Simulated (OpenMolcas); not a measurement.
**CF₂: single-point calculation (part 2 of 2)**

The same run, continued: CF₂, multiplicity 3, SMILES F[C]F; B3LYP/pcseg-1, UKS (OpenMolcas 26.06). The geometry is that of the parent species in another charge or spin state. The geometry comes from this level: GFN2-xTB. The settings are looser than a standard set-up, so the numbers are not reference values.

Geometry of the input (Å):
```
F  0.3969  1.0328  0.3328
C  0.3268  -0.2722  0.1497
F  -0.7238  -0.7606  -0.4825
```

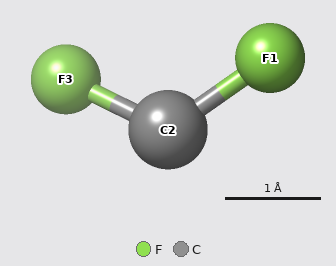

The structure as given in the input (ball-and-stick view, seen at a tilt; atoms are numbered from 1 in the order of the input).

### The program's output, continued
```
        1 F1     1s         0.0005   -0.0227   -0.0000   -0.0429   -0.0000   -0.0387    0.0663   -0.0000    0.0023   -0.0818
        2 F1     1s        -0.0027    0.0505    0.0000    0.2055    0.0000    0.0563   -0.2706    0.0000    0.1848    0.7768
        3 F1     1s        -0.0163    0.1121    0.0000    0.1137   -0.0000    0.2426   -0.2148    0.0000   -0.3405   -0.6791
        4 F1     2px        0.3181    0.1405    0.1221    0.1439    0.1461   -0.0624   -0.2991   -0.2999    0.2196    0.0324
        5 F1     2px        0.2020    0.1094    0.1053   -0.1328   -0.0894   -0.1691    0.2193    0.3651   -0.3788   -0.1709
        6 F1     2py       -0.2313   -0.2170    0.0245   -0.2526    0.0294   -0.1881    0.3465   -0.0603   -0.2244   -0.0649
        7 F1     2py       -0.1332   -0.1663    0.0212   -0.0013   -0.0180   -0.2638    0.0614    0.0734    0.6311    0.1656
        8 F1     2pz        0.1495    0.0533   -0.2218    0.0512   -0.2655   -0.0552   -0.1262    0.5450    0.0960    0.0106
        9 F1     2pz        0.0964    0.0418   -0.1913   -0.0732    0.1625   -0.1223    0.1275   -0.6634   -0.1386   -0.0757
       10 F1     3d2-      -0.0103    0.0030    0.0055    0.0314    0.0419   -0.0129   -0.0040   -0.0589    0.0788   -0.2415
       11 F1     3d1-      -0.0038    0.0021   -0.0099    0.0166   -0.0727   -0.0106    0.0060    0.1006    0.0413   -0.1564
       12 F1     3d0       -0.0052   -0.0009   -0.0018    0.0016   -0.0235    0.0089   -0.0203    0.0384    0.0056    0.0650
       13 F1     3d1+      -0.0025    0.0005    0.0007    0.0152   -0.0023   -0.0063   -0.0046    0.0074    0.0334   -0.1341
       14 F1     3d2+      -0.0097   -0.0018   -0.0012    0.0138   -0.0029    0.0111   -0.0409    0.0006    0.0315    0.0085
       15 C2     1s        -0.0923    0.1488    0.0000   -0.0299   -0.0000    0.1298   -0.0000   -0.0000    0.0000    0.0075
       16 C2     1s         0.2662   -0.3582   -0.0000    0.8214    0.0000   -0.8227    0.0000    0.0000    0.0001    0.2696
       17 C2     1s         0.1004   -0.5651   -0.0000   -1.1570   -0.0000    0.0032    0.0003   -0.0000   -0.0000    0.0651
       18 C2     2px        0.0597   -0.3346   -0.3493    0.5320    0.3855    0.3900    0.2515    0.0000    0.4278   -0.3127
       19 C2     2px        0.0537   -0.1285   -0.2173   -0.2868   -0.4101    0.2751    0.2986   -0.0001    0.0008    0.4148
       20 C2     2py       -0.0498    0.2788   -0.0703   -0.4432    0.0775   -0.3248    0.4030    0.0000    0.6845    0.2607
       21 C2     2py       -0.0447    0.1070   -0.0437    0.2391   -0.0825   -0.2290    0.4777   -0.0000    0.0012   -0.3456
       22 C2     2pz        0.0273   -0.1533    0.6347    0.2437   -0.7004    0.1787    0.1830   -0.0000    0.3112   -0.1432
       23 C2     2pz        0.0246   -0.0589    0.3949   -0.1314    0.7452    0.1260    0.2172    0.0002    0.0005    0.1900
       24 C2     3d2-       0.0309    0.0217    0.0028   -0.2227   -0.0424    0.0137   -0.0183   -0.0260    0.1497    0.0441
       25 C2     3d1-       0.0201    0.0169   -0.0070   -0.1749    0.1078    0.0983   -0.0030    0.0398    0.0248   -0.0378
       26 C2     3d0       -0.0061   -0.0133    0.0063    0.1434   -0.0967   -0.2990   -0.0138    0.0330    0.1127    0.2116
       27 C2     3d1+       0.0052    0.0138    0.0059   -0.1495   -0.0912    0.3356   -0.0286    0.0157    0.2315   -0.2403
       28 C2     3d2+      -0.0124   -0.0118   -0.0051    0.1232    0.0783   -0.1064   -0.0560   -0.0098    0.4555    0.0574
       29 F3     1s         0.0005   -0.0227   -0.0000   -0.0429   -0.0000   -0.0387   -0.0663    0.0000   -0.0022   -0.0818
       30 F3     1s        -0.0027    0.0505    0.0000    0.2055   -0.0000    0.0563    0.2705   -0.0000   -0.1849    0.7766
       31 F3     1s        -0.0163    0.1121    0.0000    0.1137    0.0000    0.2426    0.2146   -0.0000    0.3406   -0.6788
       32 F3     2px        0.2907    0.2227    0.1220    0.2532    0.1461    0.1350    0.3790    0.2999   -0.2537    0.0635
       33 F3     2px        0.1733    0.1712    0.1052   -0.0409   -0.0894    0.1635   -0.0188   -0.3650    0.6380   -0.1898
       34 F3     2py       -0.2757   -0.0855    0.0245   -0.0781    0.0294    0.1276   -0.2183    0.0603    0.1696   -0.0149
       35 F3     2py       -0.1793   -0.0673    0.0212    0.1460   -0.0180    0.2685    0.2595   -0.0734   -0.2158    0.1349
       36 F3     2pz        0.1294    0.1131   -0.2217    0.1307   -0.2654    0.0884    0.1844   -0.5450   -0.1209    0.0333
       37 F3     2pz        0.0755    0.0868   -0.1912   -0.0064    0.1624    0.1197    0.0184    0.6633    0.3272   -0.0895
       38 F3     3d2-      -0.0030    0.0033   -0.0026    0.0162   -0.0251   -0.0153   -0.0187   -0.0384   -0.0428   -0.1810
       39 F3     3d1-      -0.0026    0.0021    0.0025    0.0141    0.0301   -0.0110   -0.0098    0.0485   -0.0353   -0.1463
       40 F3     3d0        0.0003   -0.0007    0.0085   -0.0099    0.0617    0.0070    0.0033    0.0851    0.0214    0.1104
       41 F3     3d1+       0.0088    0.0010    0.0056   -0.0084    0.0383   -0.0100   -0.0303    0.0514    0.0221   -0.0404
       42 F3     3d2+       0.0125   -0.0009   -0.0042   -0.0326   -0.0281    0.0038   -0.0278   -0.0372    0.0775    0.1926

          Orbital           21        22        23        24        25        26        27        28        29        30
          Energy            1.8416    1.2397    1.7744    1.2250    1.6689    1.0583    1.2779    1.0727    1.2029    1.5723
          Occ. No.          0.0000    0.0000    0.0000    0.0000    0.0000    0.0000    0.0000    0.0000    0.0000    0.0000

        1 F1     1s         0.0781   -0.0017   -0.0397    0.0334   -0.0231   -0.0000   -0.0293    0.0120    0.0016   -0.0000
        2 F1     1s        -0.8972   -0.5819    0.8492   -0.8140    0.2988   -0.0000    0.2738   -0.0168    0.0264    0.2536
        3 F1     1s         1.0291    1.5043   -1.6301    1.6597   -0.3335    0.0000   -0.0952   -0.2386   -0.1607   -0.6611
        4 F1     2px        0.1237   -0.3167   -0.2931   -0.0011   -0.1841    0.2009   -0.2225   -0.2665   -0.0431    0.3392
        5 F1     2px       -0.1620    0.2272    0.6754    0.1708    0.0806   -0.3189    0.4312    0.2640    0.0910   -0.4634
        6 F1     2py       -0.1568    0.0715    0.1140    0.2598   -0.1111    0.0404   -0.0267   -0.1302   -0.5185    0.4447
        7 F1     2py       -0.0530   -0.6377    0.1745   -0.5420    0.3756   -0.0641    0.2443    0.1114    0.5014   -0.1911
        8 F1     2pz        0.0507   -0.1664   -0.1487    0.0282   -0.1136   -0.3650   -0.1254   -0.1611   -0.0811    0.2359
        9 F1     2pz       -0.0950    0.0545    0.3910    0.0340    0.0859    0.5794    0.2643    0.1576    0.1056   -0.2761
       10 F1     3d2-       0.3018   -0.0329   -0.0954   -0.1496    0.3309    0.0980    0.2894   -0.1308    0.1126    0.0587
       11 F1     3d1-       0.1947   -0.0286   -0.0662   -0.0903    0.2378   -0.1702    0.1960   -0.0780    0.0607    0.0603
       12 F1     3d0       -0.0845    0.0108    0.0254    0.0260   -0.1341   -0.0542   -0.0992    0.0172    0.0009   -0.0891
       13 F1     3d1+       0.1926    0.0620    0.0028   -0.0952    0.1133   -0.0047    0.1581   -0.0677    0.0623    0.1130
       14 F1     3d2+       0.0153    0.1069    0.0742   -0.0355   -0.1817   -0.0072   -0.0515   -0.0210    0.0511   -0.0296
       15 C2     1s        -0.0000    0.0083   -0.0349   -0.0001   -0.0168   -0.0000    0.0002    0.0210    0.0976    0.0001
       16 C2     1s        -0.0002    0.2682   -0.0660   -0.0002    0.5760   -0.0000    0.0036   -0.1419   -0.4807   -0.0178
       17 C2     1s         0.0001   -1.9249    1.3973    0.0007   -0.1830   -0.0000    0.0014    0.4060    0.9489   -0.0105
       18 C2     2px       -0.1861    0.0970   -0.1014    0.0616   -0.0820   -0.1467    0.2241    0.2302   -0.0737    0.1654
       19 C2     2px       -0.0208    0.5757   -0.9006   -0.8532    0.1604    0.4505   -0.3786   -0.4972    0.0135    0.2574
       20 C2     2py       -0.2979   -0.0806    0.0846    0.0986    0.0625   -0.0295    0.3600   -0.1918    0.0649    0.2430
       21 C2     2py       -0.0334   -0.4794    0.7517   -1.3638   -0.1254    0.0906   -0.6078    0.4165   -0.0017    0.4082
       22 C2     2pz       -0.1354    0.0445   -0.0464    0.0448   -0.0382    0.2665    0.1632    0.1055   -0.0333    0.1179
       23 C2     2pz       -0.0152    0.2637   -0.4124   -0.6205    0.0744   -0.8186   -0.2756   -0.2275    0.0073    0.1869
       24 C2     3d2-       0.0105   -0.2879   -0.3623    0.0524    0.3030   -0.0865   -0.0395    0.5040   -0.2562   -0.1500
       25 C2     3d1-       0.0017   -0.2396   -0.1358    0.0087    0.2003    0.2197   -0.0054    0.2404   -0.2248   -0.0232
       26 C2     3d0        0.0079    0.2299   -0.2599    0.0393   -0.0703   -0.1972   -0.0315    0.1913    0.2441   -0.1134
       27 C2     3d1+       0.0163   -0.2434    0.3115    0.0814    0.0643   -0.1859   -0.0662   -0.2424   -0.2657   -0.2494
       28 C2     3d2+       0.0320    0.1742    0.0323    0.1597   -0.1233    0.1597   -0.1300   -0.1038    0.1627   -0.4795
       29 F3     1s        -0.0781   -0.0017   -0.0397   -0.0334   -0.0236   -0.0000    0.0288    0.0119    0.0013   -0.0022
       30 F3     1s         0.8974   -0.5819    0.8480    0.8151    0.3043   -0.0000   -0.2680   -0.0169    0.0221   -0.2464
       31 F3     1s        -1.0292    1.5045   -1.6273   -1.6616   -0.3363    0.0000    0.0874   -0.2366   -0.1452    0.6708
       32 F3     2px       -0.1677   -0.1589   -0.1865    0.2133    0.0321    0.2010    0.0510    0.0233    0.4178    0.2395
       33 F3     2px        0.0074    0.5964    0.0705   -0.4989   -0.2847   -0.3189    0.0577   -0.0079   -0.3825    0.0250
       34 F3     2py        0.0859    0.3245    0.2850    0.0813    0.2411    0.0404   -0.2457    0.3353    0.2241    0.4997
       35 F3     2py       -0.1942   -0.0477   -0.7947    0.0150   -0.2169   -0.0642    0.5434   -0.3277   -0.2734   -0.5430
       36 F3     2pz       -0.0828   -0.0515   -0.0711    0.1264    0.0444   -0.3652    0.0009    0.0499    0.2547    0.1871
       37 F3     2pz       -0.0174    0.3229   -0.0492   -0.2729   -0.1807    0.5796    0.0919   -0.0406   -0.2408   -0.0464
       38 F3     3d2-      -0.2088   -0.0919   -0.1170    0.0890    0.3515   -0.0584   -0.2321   -0.0850    0.0566   -0.0330
       39 F3     3d1-      -0.1793   -0.0383   -0.0698    0.0802    0.2439    0.0696   -0.1829   -0.0702    0.0513   -0.0484
       40 F3     3d0        0.1543   -0.0337    0.0093   -0.0714   -0.1244    0.1445    0.1346    0.0511   -0.0404    0.0920
       41 F3     3d1+      -0.0487   -0.0294   -0.0304    0.0015    0.1395    0.0898   -0.0769    0.0022   -0.0271   -0.0879
       42 F3     3d2+       0.2675   -0.0728    0.0088   -0.1485   -0.1364   -0.0660    0.2027    0.1163   -0.1214    0.0601

          Orbital           31        32        33        34        35        36        37        38        39        40
          Energy            1.7854    1.7312    1.5664    1.5710    2.7338    2.3906    2.4796    2.7497    2.4567    2.7536
          Occ. No.          0.0000    0.0000    0.0000    0.0000    0.0000    0.0000    0.0000    0.0000    0.0000    0.0000

        1 F1     1s         0.0428   -0.0441    0.0000   -0.0000   -0.0000    0.0009    0.0000    0.0110    0.0000   -0.0129
        2 F1     1s        -0.1435    0.0839    0.0000   -0.0000   -0.0000    0.1461   -0.0000    0.1335    0.0000   -0.1518
        3 F1     1s        -0.1379    0.3282   -0.0000    0.0000    0.0000   -0.3342    0.0000   -0.4058   -0.0000    0.4919
        4 F1     2px       -0.0393   -0.0240   -0.1676   -0.0088    0.0375    0.0386    0.0355   -0.0464    0.0003   -0.0153
        5 F1     2px        0.1169   -0.0715    0.2899    0.1185    0.0045   -0.0455   -0.1316    0.1050   -0.0241   -0.0220
        6 F1     2py       -0.2253    0.2116   -0.0337   -0.0018    0.0076   -0.0366    0.0071    0.0184    0.0001   -0.0688
        7 F1     2py        0.7021   -0.7482    0.0583    0.0238    0.0009    0.2503   -0.0265    0.3663   -0.0048   -0.3251
        8 F1     2pz       -0.0466    0.0102    0.3046    0.0160   -0.0682    0.0172   -0.0646   -0.0235   -0.0005   -0.0160
        9 F1     2pz        0.1420   -0.1222   -0.5267   -0.2154   -0.0081    0.0027    0.2392    0.0983    0.0438   -0.0481
       10 F1     3d2-      -0.3311    0.2942    0.1805    0.0735   -0.3440   -0.2286    0.2677   -0.2495    0.0475   -0.2033
       11 F1     3d1-      -0.2210    0.1719   -0.3180   -0.1437    0.5809   -0.0771   -0.5138   -0.1847   -0.2206    0.0409
       12 F1     3d0        0.1038   -0.0335   -0.0840    0.0161    0.2490   -0.2553    0.0243    0.0131    0.4600   -0.4632
       13 F1     3d1+      -0.1731    0.1721    0.0036    0.0405    0.0621    0.5329    0.1208    0.4067    0.3749    0.2691
       14 F1     3d2+       0.0515    0.0818   -0.0231   -0.0409   -0.0116    0.2874   -0.1274    0.6084   -0.3079   -0.4251
       15 C2     1s        -0.0514    0.0001    0.0000   -0.0000   -0.0000   -0.0202    0.0000   -0.0045    0.0000   -0.0056
       16 C2     1s         0.9591   -0.0003    0.0000   -0.0000   -0.0000    0.2706    0.0000    0.0527    0.0000    0.0650
       17 C2     1s        -0.0451    0.0006    0.0000   -0.0000   -0.0000    0.2377    0.0000    0.0238    0.0000    0.0293
       18 C2     2px       -0.3331   -0.2278    0.0433   -0.0000   -0.0001   -0.1408    0.0760    0.2566    0.0001   -0.3831
       19 C2     2px       -0.0327   -0.0803   -0.1973    0.0000   -0.0001   -0.0340    0.1208   -0.0066    0.0001   -0.0742
       20 C2     2py        0.2880   -0.3645    0.0087   -0.0000   -0.0000    0.1178    0.0153    0.4550    0.0000   -0.5580
       21 C2     2py        0.0423   -0.1282   -0.0397    0.0000   -0.0000    0.0283    0.0243   -0.0099    0.0000   -0.1179
       22 C2     2pz       -0.1514   -0.1657   -0.0787    0.0000    0.0001   -0.0644   -0.1381    0.1916   -0.0001   -0.2726
       23 C2     2pz       -0.0133   -0.0584    0.3586   -0.0001    0.0001   -0.0156   -0.2195   -0.0047   -0.0002   -0.0539
       24 C2     3d2-      -0.2087    0.2101   -0.1192   -0.4004   -0.2291    0.1217    0.1589   -0.0901    0.1076    0.1686
       25 C2     3d1-      -0.0205    0.0346    0.3028    0.6138    0.3513    0.0827   -0.4038    0.0019   -0.1650    0.0486
       26 C2     3d0       -0.3383    0.1585   -0.2715    0.5092    0.2908   -0.0355    0.3627   -0.1038   -0.1364    0.0825
       27 C2     3d1+       0.3817    0.3251   -0.2560    0.2424    0.1383    0.0332    0.3418   -0.1716   -0.0648    0.2210
       28 C2     3d2+      -0.0583    0.6402    0.2199   -0.1509   -0.0860   -0.0531   -0.2936   -0.3793    0.0403    0.3836
       29 F3     1s         0.0427    0.0441    0.0000   -0.0000   -0.0000    0.0009    0.0000   -0.0101    0.0000    0.0140
       30 F3     1s        -0.1562   -0.0842    0.0000    0.0000    0.0000    0.1461   -0.0000   -0.0967   -0.0000    0.1972
       31 F3     1s        -0.1039   -0.3280   -0.0000   -0.0000   -0.0000   -0.3337   -0.0000    0.3151    0.0000   -0.6035
       32 F3     2px        0.1851    0.1824   -0.1676    0.0089   -0.0376    0.0423    0.0355    0.0281   -0.0002   -0.0535
       33 F3     2px       -0.5389   -0.5931    0.2897   -0.1187   -0.0043   -0.2196   -0.1316    0.2109    0.0238   -0.3309
       34 F3     2py        0.1392    0.0413   -0.0337    0.0018   -0.0076   -0.0308    0.0071   -0.0486   -0.0000   -0.0427
       35 F3     2py       -0.3762   -0.3154    0.0583   -0.0239   -0.0009   -0.0288   -0.0265    0.2214    0.0048   -0.1382
       36 F3     2pz        0.1173    0.1050    0.3045   -0.0162    0.0682    0.0199   -0.0646    0.0101    0.0004   -0.0342
       37 F3     2pz       -0.3382   -0.3613   -0.5265    0.2157    0.0078   -0.1240    0.2391    0.1406   -0.0433   -0.1974
       38 F3     3d2-      -0.2722   -0.1717   -0.0987    0.0120   -0.2376   -0.4187   -0.0620    0.5704   -0.2447   -0.0294
       39 F3     3d1-      -0.2134   -0.1516    0.1101    0.0127    0.3106   -0.1083   -0.0087    0.2317    0.5223   -0.0875
       40 F3     3d0        0.1537    0.1258    0.2705   -0.1247    0.4906   -0.3988    0.4446    0.2550   -0.2076    0.3221
       41 F3     3d1+      -0.0834    0.0178    0.1723   -0.0921    0.2900    0.2377    0.3212    0.0351   -0.2542   -0.6927
       42 F3     3d2+       0.2389    0.2917   -0.1280    0.0730   -0.2075   -0.2934   -0.2523    0.3457    0.2325   -0.3041

          Orbital           41        42
          Energy            2.4849    3.2726
          Occ. No.          0.0000    0.0000

        1 F1     1s         0.0000   -0.0078
        2 F1     1s         0.0000   -0.3131
        3 F1     1s        -0.0000    0.7747
        4 F1     2px        0.0057   -0.0236
        5 F1     2px       -0.0361    0.0919
        6 F1     2py        0.0012   -0.0280
        7 F1     2py       -0.0073   -0.5529
        8 F1     2pz       -0.0104   -0.0161
        9 F1     2pz        0.0657   -0.0106
       10 F1     3d2-       0.1026   -0.3000
       11 F1     3d1-      -0.0478   -0.0002
       12 F1     3d0       -0.5161   -0.4617
       13 F1     3d1+      -0.3612    0.0684
       14 F1     3d2+       0.2801   -0.6527
       15 C2     1s         0.0000    0.0748
       16 C2     1s         0.0000   -0.8767
       17 C2     1s         0.0000   -0.3970
       18 C2     2px        0.0225    0.2944
       19 C2     2px        0.0345   -0.0006
       20 C2     2py        0.0045   -0.2705
       21 C2     2py        0.0069   -0.0140
       22 C2     2pz       -0.0409    0.1321
       23 C2     2pz       -0.0626   -0.0019
       24 C2     3d2-       0.0674   -0.4933
       25 C2     3d1-      -0.1714   -0.3612
       26 C2     3d0        0.1540    0.2286
       27 C2     3d1+       0.1452   -0.2246
       28 C2     3d2+      -0.1247    0.2507
       29 F3     1s         0.0000   -0.0070
       30 F3     1s        -0.0000   -0.3009
       31 F3     1s         0.0000    0.7361
       32 F3     2px        0.0057    0.0110
       33 F3     2px       -0.0361    0.4681
       34 F3     2py        0.0011    0.0230
       35 F3     2py       -0.0073    0.0813
       36 F3     2pz       -0.0103    0.0086
       37 F3     2pz        0.0656    0.2666
       38 F3     3d2-      -0.3208    0.1486
       39 F3     3d1-       0.6015    0.0795
       40 F3     3d0        0.0208   -0.0987
       41 F3     3d1+      -0.1061    0.5713
       42 F3     3d2+       0.1215    0.5140
--

++    Molecular properties:
      ---------------------

      Charge (e):
                      =   -0.0000
      Dipole Moment (debye):
      Origin of the operator (angstrom)=   -0.0457    0.0381   -0.0210
                   X=  3.1710E-01               Y= -2.6230E-01               Z=  1.4547E-01           Total=  4.3648E-01
      Quadrupole Moment (debye*angstrom):
      Origin of the operator (angstrom)=   -0.0457    0.0381   -0.0210
                  XX= -1.5325E+01              XY= -6.9817E-01              XZ= -5.0886E-02              YY= -1.5844E+01
                  YZ= -4.3641E-01              ZZ= -1.5449E+01
      In traceless form (debye*angstrom)
                  XX=  3.2187E-01              XY= -1.0473E+00              XZ= -7.6328E-02              YY= -4.5733E-01
                  YZ= -6.5462E-01              ZZ=  1.3546E-01
--

--- Stop Module: scf /rc=_RC_ALL_IS_WELL_ ---
--- Module scf spent 2 seconds ---

.##################.
.# Happy landing! #.
.##################.

    Timing: Wall=3.14 User=2.61 System=0.53
```

### Key numbers

| quantity | value |
| --- | --- |
| outcome | converged |
| total energy | −237.570212 hartree |
| basis functions | 42 |
| ⟨S²⟩ | 2.003 |
| dipole moment | 0.44 debye |
| wall time | 3.6 s |
| peak memory | 0.38 GiB |

### Remarks

Settings chosen away from the usual ones: partner set to triplet (from base). These settings are looser than, or depart from, a standard set-up, so the numbers are not reference values for this system.
